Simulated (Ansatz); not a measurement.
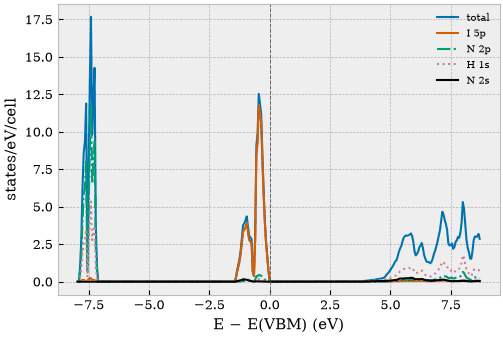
Fig. 1. Total and projected density of states of H₄IN in space group Imm2 (No. 44; H on 4c, H on 4d, I on 2b, N on 2a), DFT-LDA in the program Ansatz with PAW potentials

Question: Which orbitals carry the states next to the gap?

Answer: Top 1 eV of the valence band: I 5p 94 %. Bottom 1 eV of the conduction band: H 1s 49 %, N 2s 20 %, outside the projected shells 21 %. Projections are on Löwdin-orthogonalised atomic valence shells; empty p or d shells of many metals are not among them.

Question: Where is the tallest occupied peak in this window, and what makes it?

Answer: Near -7.4 eV, about 18 states/eV per cell; the largest projected share is N 2p.

The first step of the workflow began from a Materials Project structure, measured or hypothetical; the Crystallography Open Database copy checked does not list it. Its standing as an ambient phase is unchecked. The cell was relaxed with LDA under the symmetry of its start. At this level the phase is dynamically unstable (imaginary phonons). A crystal of weakly bound molecules computed without a dispersion correction: the cell and the soft elastic constants depend strongly on that. Spin–orbit coupling is left out wherever it is not named.

Potentials: the later of the program's two PAW sets.
